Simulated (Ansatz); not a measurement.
C$_{2}$H$_{11}$NOSi$_{2}$

```xyz
17

C     1.6912   -0.7599   -0.6180
C     0.9380    0.5142   -1.0505
Si   -0.9622    0.3570   -0.9921
O    -1.4678   -1.1193   -1.7490
N    -1.4982    0.4887    0.6941
Si   -0.5471    0.4235    2.2025
H     1.3981   -1.6162   -1.2369
H     1.4934   -1.0215    0.4282
H     2.7748   -0.6329   -0.7224
H     1.2077    0.7665   -2.0841
H     1.2387    1.3704   -0.4328
H    -1.6702    1.3737   -1.8313
H    -1.2942   -1.9959   -1.3691
H    -2.4981    0.6013    0.8273
H    -0.0758   -0.9632    2.5600
H     0.6771    1.2892    2.1005
H    -1.4246    0.9237    3.3140
```

The calculation used RKS B3LYP-D4/6-31G in Ansatz 0.2.0.

> What will maps of the electron density and electron localisation function show?

Si–N (1.77 Å): ρ is about 0.86 e/Å³ halfway; the ELF peaks at about 0.90 between the atoms (a shared but strongly polarised pair).
C–Si (1.91 Å): the density is about 0.84 e/Å³ at the midpoint; the ELF peaks at about 0.95 between the atoms, as expected for a covalent bond.
N–H (1.02 Å): the density is about 2.6 e/Å³ at the midpoint; the ELF climbs to about 1 towards the hydrogen, as it does in any bond to H: a covalent bond by its length.

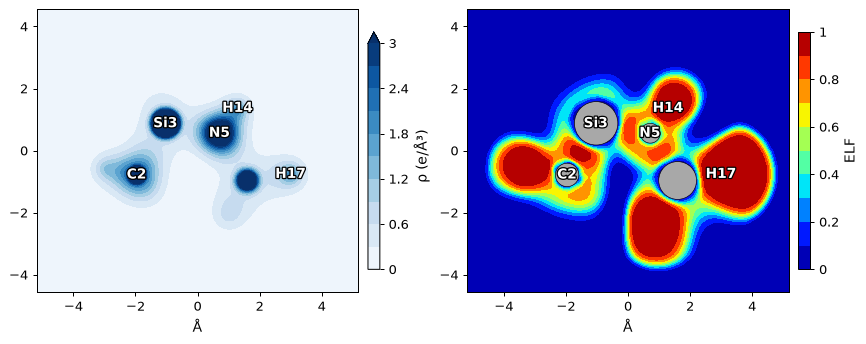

Computed electron density and electron localisation function on the plane of atoms C2, Si3 and N5, in this order. Grey discs cover the atomic cores in the ELF map. 
